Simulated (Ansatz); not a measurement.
**BeH: relaxing a made-up structure**

Starting from a made-up structure for BeH, the aim is the relaxed cell, its shortest contacts and, where a second run follows, its electronic structure.

Calculated with Ansatz 0.2.0; DFT, PBE, plane-wave PAW, files of the set soft_1, scalar-relativistic, no spin, cell and ions relaxed at zero pressure; PAW set soft_1, in the first sound run; inputs show where later runs differ.

### Step 1. Starting point

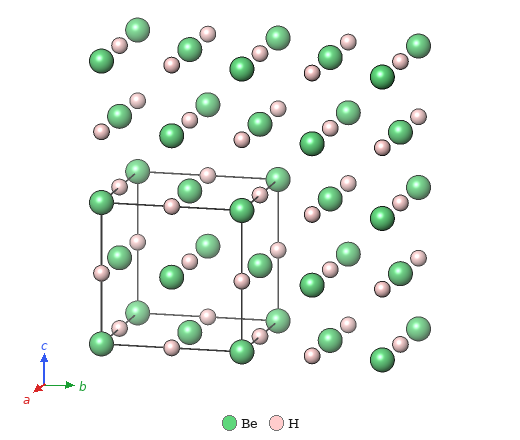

Start, viewed slightly off an axis; beryllium green, hydrogen pink. 1×2×2 cells are drawn. This picture shows the conventional cell, with its axes. Some periodic images of atoms are drawn too.

Coordinates:

```cif
data_structure
_symmetry_space_group_name_H-M 'Fm-3m'
_symmetry_Int_Tables_number 225
_cell_length_a 3.6430
_cell_length_b 3.6430
_cell_length_c 3.6430
_cell_angle_alpha 90.000
_cell_angle_beta 90.000
_cell_angle_gamma 90.000
_cell_volume 48.35
loop_
_atom_site_label
_atom_site_type_symbol
_atom_site_symmetry_multiplicity
_atom_site_Wyckoff_symbol
_atom_site_fract_x
_atom_site_fract_y
_atom_site_fract_z
_atom_site_occupancy
Be1 Be 4 a 0.00000 0.00000 0.00000 1
H1 H 4 b 0.50000 0.00000 0.00000 1
```

### Step 2. Relaxing cell and atoms

The guess takes its coordinates from another compound and its volume from a rule, so the cell and any free coordinates are relaxed together.

Input file input.yaml:

```yaml
crystal:
  lattice:
    - [0.0, 1.8215, 1.8215]
    - [1.8215, 0.0, 1.8215]
    - [1.8215, 1.8215, 0.0]
  atoms:
    - { symbol: Be, position: [0.0, 0.0, 0.0] }
    - { symbol: H, position: [0.5, 0.5, 0.5] }
kpoints:
  mp_grid: { grid: [12, 12, 12] }
scf:
  occupations: { method: fermi_dirac, width: 0.05 }
hamiltonian:
  xc: pbe
  pseudopotentials: { kind: paw, azcp: { folder: soft_1 } }
relax:
  f_tol: 0.015
  max_steps: 70
  cell: {}
output:
  forces: true
  stress: true
```

Started as:

```bash
ansatz run input.yaml --threads 4 --pin off --max-ram 8192MiB --backend cpu --events-out ev --progress --plain --runs-dir out
```

Numbers of over 12 decimals in the logs are rounded to 6 here.

The program printed:

```text
Engine: ansatz 0.2.0, x86_64-unknown-linux-gnu
Pseudopotentials: kind: paw
Pseudopotential: Be, paw, valence charge 2, recommended cutoff 420 eV (normal), soft_1/Be.paw.azcp
Pseudopotential: H, paw, valence charge 1, recommended cutoff 420 eV (normal), soft_1/H.paw.azcp
Functional definition: PBE
  parameter kappa = 0.804
  parameter beta = 0.066725
  exchange = pbe_x(kappa = kappa, mu = beta*pi^2/3)
  correlation = pbe_c(beta = beta)
Crystal: 2 atoms, lattice volume = 12.087 Å³
Basis set: ecut = 420 eV, 259 PW (Γ), exchange–correlation on 36×36×36 points (8 copies of the dense FFT grid, shifted against one another)
Bands: 6, of which v1, the nominal top of the filled ones, is band 2 counted from 1 (1 counted from 0)
Symmetry: 48 space group operations
Space group: Fm-3m (ITA 225), of the structure as read, at distance tolerance 2.3e-5 Å
k-points: 72 of 1728
Non-local potential: Be, projectors of the file, l = 0: 2, l = 1: 2, l = 2: 1
Non-local potential: H, projectors of the file, l = 0: 2, l = 1: 1
PAW form: soft (Blöchl's): semilocal exchange-correlation on the pseudo side does not see the compensation charge
PAW one-centre angular grid: Be, 110 points (default); XC on 64 Gauss nodes
PAW one-centre angular grid: H, 110 points (default); XC on 64 Gauss nodes
Initial density: superposition of atomic densities (chi_scale 0.1, normalization cell, long waves kept (reshape's long-wave potential 0.00 eV rms))
Initial wavefunctions: pseudopotential atomic-orbital guess
Functional: x = pbe(κ = 0.804, μ = 0.219515), c = pbe(β = 0.066725)
SCF iter   1: F=—  HF=-107.463575 eV  |F-HF|=—  |Δ(HF+E_count)|=         —  Δρ=3.10e-2  dr2=9.13e-2  ethr=3.10e-3  ⟨swp⟩=4.9  Hψ=3688  notcnv=0
preconditioner: auto → none  [insulator: Δε(μ)=0.205 eV  Ē_g=16.072 eV  σ=0.050 eV  W_gap=0.51  n_scr=0 (ndim 8)  ℏωp=18.5 eV  f_vac=0.000  D(μ)=0.47/eV (n_scr^D=0)  ε∞_Penn≈2.3]
SCF iter   2: F=—  HF=-107.431572 eV  |F-HF|=—  |Δ(HF+E_count)|=   3.20e-2  Δρ=1.03e-2  dr2=1.02e-2  ethr=3.04e-3  ⟨swp⟩=1.2  Hψ=1020  notcnv=0
SCF iter   3: F=—  HF=-107.426216 eV  |F-HF|=—  |Δ(HF+E_count)|=   5.36e-3  Δρ=6.00e-4  dr2=1.16e-5  ethr=3.40e-4  ⟨swp⟩=2.2  Hψ=657  notcnv=0  defer=29
SCF iter   4: F=—  HF=-107.426170 eV  |F-HF|=—  |Δ(HF+E_count)|=   4.54e-5  Δρ=3.23e-5  dr2=1.14e-7  ethr=3.86e-7  ⟨swp⟩=2.0  Hψ=510  notcnv=0  defer=29
SCF iter   5: F=-107.426170 eV  HF=-107.426170 eV  |F-HF|=7.21e-11  |Δ(HF+E_count)|=   3.55e-8  Δρ=4.35e-6  dr2=8.14e-10  ethr=3.33e-9  ⟨swp⟩=3.0  Hψ=838  notcnv=0
SCF 1 converged in 5 iterations: F = -107.426170 eV  dr2 = 8.14e-10
  greatest PAW one-centre occupation: 0.315 electrons in one spin orbital (limit 2), on the Be atom at site 0 (counted from 0), in its partial waves of l = 0
relax step   1: F+E_penalty+E_count = -107.42617038 eV  Δ(F+E_penalty+E_count) = +0.000e0 eV  max|allowed force component| = 1.446e-30 eV/Å  Δτ_max = 0.0000 Å  P = -6.428 GPa  Ω = 12.087 Å³  (5 SCF iters, dr2 threshold 1.00e-7 eV, accepted)
Crystal: 2 atoms, lattice volume = 11.472 Å³
Basis set: ecut = 420 eV, 229 PW (Γ), exchange–correlation on 36×36×36 points (8 copies of the dense FFT grid, shifted against one another)
Initial density: handed on by an earlier stage of this run
Initial wavefunctions: those handed on with the density
iter 1 solved again at ethr=1.09e-5 eV; its pass at ethr=3.10e-3 eV (dr2=3.27e-4 eV) is discarded
SCF iter   1: F=—  HF=-107.442357 eV  |F-HF|=—  |Δ(HF+E_count)|=         —  Δρ=2.31e-3  dr2=3.31e-4  ethr=1.09e-5  ⟨swp⟩=1.0  Hψ=4039  notcnv=0
preconditioner: auto → none  [metal: Δε(μ)=0.017 eV  Ē_g=16.600 eV  σ=0.050 eV  W_gap=0.08  n_scr=0 (ndim 8)  ℏωp=19.0 eV  f_vac=0.000  D(μ)=0.44/eV (n_scr^D=0)]
SCF iter   2: F=—  HF=-107.442218 eV  |F-HF|=—  |Δ(HF+E_count)|=   1.39e-4  Δρ=9.34e-4  dr2=4.94e-5  ethr=1.09e-5  ⟨swp⟩=1.0  Hψ=432  notcnv=0
SCF iter   3: F=—  HF=-107.442189 eV  |F-HF|=—  |Δ(HF+E_count)|=   2.83e-5  Δρ=6.47e-5  dr2=1.65e-7  ethr=6.67e-9  ⟨swp⟩=3.0  Hψ=1297  notcnv=0
SCF iter   4: F=-107.442189 eV  HF=-107.442189 eV  |F-HF|=2.78e-10  |Δ(HF+E_count)|=   1.39e-7  Δρ=2.95e-6  dr2=4.00e-10  ethr=5.51e-9  ⟨swp⟩=1.7  Hψ=1231  notcnv=0
SCF 2 converged in 4 iterations: F = -107.442189 eV  dr2 = 4.00e-10
  greatest PAW one-centre occupation: 0.323 electrons in one spin orbital (limit 2), on the Be atom at site 0 (counted from 0), in its partial waves of l = 0
relax step   2: F+E_penalty+E_count = -107.44218906 eV  Δ(F+E_penalty+E_count) = -1.602e-2 eV  max|allowed force component| = 2.034e-31 eV/Å  Δτ_max = 0.0000 Å  P = -1.524 GPa  Ω = 11.472 Å³  energy of the carried Pulay correction = +4.029e-4 eV  (4 SCF iters, dr2 threshold 2.00e-7 eV, accepted)
Crystal: 2 atoms, lattice volume = 11.294 Å³
iter 1 solved again at ethr=1.07e-6 eV; its pass at ethr=3.10e-3 eV (dr2=3.21e-5 eV) is discarded
SCF iter   1: F=—  HF=-107.443115 eV  |F-HF|=—  |Δ(HF+E_count)|=         —  Δρ=7.25e-4  dr2=3.23e-5  ethr=1.07e-6  ⟨swp⟩=1.3  Hψ=3782  notcnv=0
preconditioner: auto → none  [metal: Δε(μ)=0.027 eV  Ē_g=16.781 eV  σ=0.050 eV  W_gap=0.13  n_scr=0 (ndim 8)  ℏωp=19.1 eV  f_vac=0.000  D(μ)=0.43/eV (n_scr^D=0)]
SCF iter   2: F=—  HF=-107.443102 eV  |F-HF|=—  |Δ(HF+E_count)|=   1.31e-5  Δρ=2.91e-4  dr2=4.71e-6  ethr=1.07e-6  ⟨swp⟩=1.0  Hψ=432  notcnv=0
SCF iter   3: F=-107.443099 eV  HF=-107.443099 eV  |F-HF|=1.57e-8  |Δ(HF+E_count)|=   2.81e-6  Δρ=2.07e-5  dr2=1.58e-8  ethr=6.67e-9  ⟨swp⟩=3.0  Hψ=1295  notcnv=0
SCF 3 converged in 3 iterations: F = -107.443099 eV  dr2 = 1.58e-8
  greatest PAW one-centre occupation: 0.326 electrons in one spin orbital (limit 2), on the Be atom at site 0 (counted from 0), in its partial waves of l = 0
relax step   3: F+E_penalty+E_count = -107.44309882 eV  Δ(F+E_penalty+E_count) = -9.098e-4 eV  max|allowed force component| = 1.541e-31 eV/Å  Δτ_max = 0.0000 Å  P = +0.126 GPa  Ω = 11.294 Å³  energy of the carried Pulay correction = +5.239e-4 eV  (3 SCF iters, dr2 threshold 2.00e-7 eV, accepted)
Crystal: 2 atoms, lattice volume = 11.307 Å³
iter 1 solved again at ethr=5.50e-9 eV; its pass at ethr=3.10e-3 eV (dr2=1.65e-7 eV) is discarded
SCF iter   1: F=—  HF=-107.443095 eV  |F-HF|=—  |Δ(HF+E_count)|=         —  Δρ=4.65e-5  dr2=1.66e-7  ethr=5.50e-9  ⟨swp⟩=1.3  Hψ=3788  notcnv=0
preconditioner: auto → none  [metal: Δε(μ)=0.026 eV  Ē_g=16.766 eV  σ=0.050 eV  W_gap=0.13  n_scr=0 (ndim 8)  ℏωp=19.1 eV  f_vac=0.000  D(μ)=0.43/eV (n_scr^D=0)]
SCF iter   2: F=-107.443095 eV  HF=-107.443095 eV  |F-HF|=9.92e-9  |Δ(HF+E_count)|=   3.20e-7  Δρ=1.62e-5  dr2=1.98e-8  ethr=1.33e-9  ⟨swp⟩=2.1  Hψ=1194  notcnv=0
SCF 4 converged in 2 iterations: F = -107.443095 eV  dr2 = 1.98e-8
relax step   4: F+E_penalty+E_count = -107.44309488 eV  Δ(F+E_penalty+E_count) = +3.941e-6 eV  max|allowed force component| = 1.633e-31 eV/Å  Δτ_max = 0.0000 Å  P = -0.002 GPa  Ω = 11.307 Å³  energy of the carried Pulay correction = +5.147e-4 eV  (2 SCF iters, dr2 threshold 3.98e-8 eV, accepted)
Initial wavefunctions: pseudopotential atomic-orbital guess (no wavefunctions were taken with the density)
iter 1 solved again at ethr=9.58e-9 eV; its pass at ethr=3.10e-3 eV (dr2=2.87e-7 eV) is discarded
SCF iter   1: F=—  HF=-107.442646 eV  |F-HF|=—  |Δ(HF+E_count)|=         —  Δρ=1.45e-4  dr2=2.83e-7  ethr=9.58e-9  ⟨swp⟩=2.8  Hψ=5021  notcnv=0
SCF iter   2: F=—  HF=-107.442647 eV  |F-HF|=—  |Δ(HF+E_count)|=   1.23e-6  Δρ=7.18e-5  dr2=5.77e-8  ethr=9.44e-9  ⟨swp⟩=2.0  Hψ=507  notcnv=0
SCF iter   3: F=—  HF=-107.442648 eV  |F-HF|=—  |Δ(HF+E_count)|=   3.33e-7  Δρ=6.04e-6  dr2=4.05e-10  ethr=1.92e-9  ⟨swp⟩=2.2  Hψ=522  notcnv=0
SCF iter   4: F=-107.442648 eV  HF=-107.442648 eV  |F-HF|=1.51e-12  |Δ(HF+E_count)|=   2.71e-9  Δρ=1.51e-7  dr2=7.22e-13  ethr=1.00e-12  ⟨swp⟩=4.5  Hψ=1011  notcnv=0
SCF 5 converged in 4 iterations: F = -107.442648 eV  dr2 = 7.22e-13
relax step   5: F+E_penalty+E_count = -107.44264774 eV  Δ(F+E_penalty+E_count) = +4.471e-4 eV  max|allowed force component| = 1.592e-31 eV/Å  Δτ_max = 0.0000 Å  P = -0.021 GPa  Ω = 11.307 Å³  stress off target by 2.07e-2 GPa  SCF on the basis re-selected at this cell (its energy is not comparable with the rows above)  (4 SCF iters)
basis re-selected at this cell: Δ(F+E_penalty+E_count) = +4.471e-4 eV, ΔP = -0.019 GPa vs the last step (what re-selecting the basis moved, of the pressure what is left beyond the Pulay correction that the steps carried, after the strain that the cell walked since its last selection, with what the two solves' SCF thresholds leave and, on support functions, any second-order correction that the steps lacked; it is no m [...]
SCF converged after 4 iterations
Free energy (F): -107.442648 eV
Harris-Foulkes:  -107.442648 eV  (|F-HF|=1.51e-12)
Internal energy: -107.439423 eV  (E = F + TS)
E sigma→0 (E₀):  -107.441035 eV
Entropy (-TS):   -0.003225 eV (-1.612 meV/atom)
Fermi energy:    7.316144 eV
--- Per-component energies (eV) ---
  E_band       = 3.398172
  E_kinetic    = 33.799856
  E_local      = -3.269143  (includes V_loc(G=0)·N_el)
  E_nonlocal   = 4.255715
  E_hartree    = 1.430967
  E_xc         = -29.220174
  E_vxc        = -32.181220  (∫ρ·V_xc dr)
  E_paw        = -59.303097  (= ΣΔE_a)
  E_vpaw       = -2.068199  (= ΣTr[D̂ρ^β])
  E_aug_tail   = -0.000771  (compensation charges beyond the density's cutoff)
  E_ewald      = -55.132776
  E_smearing   = -0.003225  (= −TS)
  E_closure    = 0.000000  (closes the sum)
  Σ components = -107.442648   (vs F -107.442648, Δ=0.00e0)
--- Forces (eV/Å), atoms counted from 1 ---
  atom   1  Be    -0.00000000     0.00000000     0.00000000
  atom   2  H      0.00000000    -0.00000000     0.00000000
  max |Σ_I F_I| component: 2.18e-31 eV/Å
--- Stress (GPa, compression-positive) ---
       -0.020656       0.000000       0.000000
       -0.000000      -0.020656       0.000000
        0.000000      -0.000000      -0.020656
  P = ⅓ Tr σ = -0.0207 GPa (-0.207 kbar)
--- Relaxed structure (4 steps of the walk, 4 accepted, 1 SCFs on fresh bases) ---
  F+E_penalty+E_count = -107.44264774 eV   max|allowed force component| = 1.592e-31 eV/Å   (the final SCF, on the basis selected at the relaxed cell)
  cell:  # Å, volume = 11.3074 Å³
    - [0, 1.781468, 1.781468]
    - [1.781468, 0, 1.781468]
    - [1.781468, 1.781468, 0]
  atoms:
    - { symbol: Be, position: [0, 0, 0] }
    - { symbol: H, position: [0.5, 0.5, 0.5] }
```

Elapsed: 4.5 s, on 4 threads of Intel Xeon Platinum 8488C (Sapphire Rapids), shared host; peak memory 0.35 GiB.

Relaxation path:

| step | energy less that of the first step (eV) | largest force component (eV/Å) | pressure (GPa) | volume (Å³) |
| --- | --- | --- | --- | --- |
| 1 | 0.0000 | 0.0000 | -6.43 | 12.09 |
| 2 | -0.0160 | 0.0000 | -1.52 | 11.47 |
| 3 | -0.0169 | 0.0000 | 0.13 | 11.29 |
| 4 | -0.0169 | 0.0000 | 0.00 | 11.31 |
| 5* | -0.0165 | 0.0000 | -0.02 | 11.31 |

Relaxation steps marked * repeat the geometry before them on a plane-wave basis chosen anew for their cell, so energy and pressure can jump there.

Forces are held to the 48 operations that the run works with; a distortion that breaks them can't arise in this run.

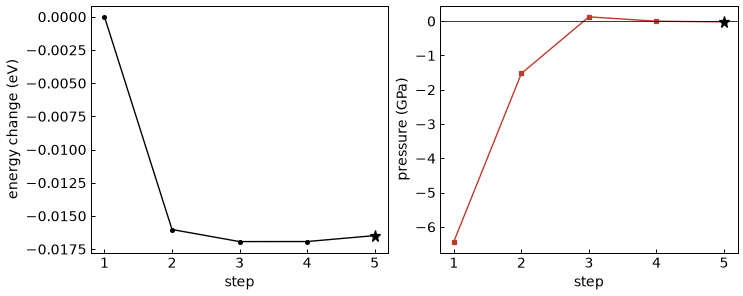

Energy and pressure along the relaxation. Stars mark steps on a basis chosen anew.

```
conventional cell, symmetrised  before  after  change
                         a (Å)   3.643  3.563  -2.2 %
                         b (Å)   3.643  3.563  -2.2 %
                         c (Å)   3.643  3.563  -2.2 %
              volume (Å³/atom)    6.04   5.65  -6.4 %
```

The relaxed structure:

```
Be H
1.0
     0.00000    1.78147    1.78147
     1.78147    0.00000    1.78147
     1.78147    1.78147    0.00000
Be H
1 1
Direct
  0.00000 0.00000 0.00000
  0.50000 0.50000 0.50000
```

This step gave:

| Quantity | Value |
| --- | --- |
| free energy | -107.4426 eV |
| energy at zero smearing | -107.4410 eV |
| smearing term TS | 0.003225 eV |
| Fermi energy | 7.316 eV |
| electrons | 3 |
| symmetry operations | 48 |
| pressure | -0.02066 GPa |

The shortest distance of each pair, which need not be the same contact before and after:

| pair | guess (Å) | relaxed (Å) |
| --- | --- | --- |
| Be–H | 1.821 | 1.781 |
| Be–Be | 2.576 | 2.519 |
| H–H | 2.576 | 2.519 |

The relaxation ends with a pressure of -0.02 GPa.

(Part 1 of 2 ends here.)

[Logs are printed without paths, hosts, clocks, repeated set-up lines and the standing remarks that a program may print on its own settings, such as how far it seeks lower states.]

[Hosts, paths, dates, database ids (printed as entryN), source tags and the programs' standing remarks are cut or masked in the printed files.]
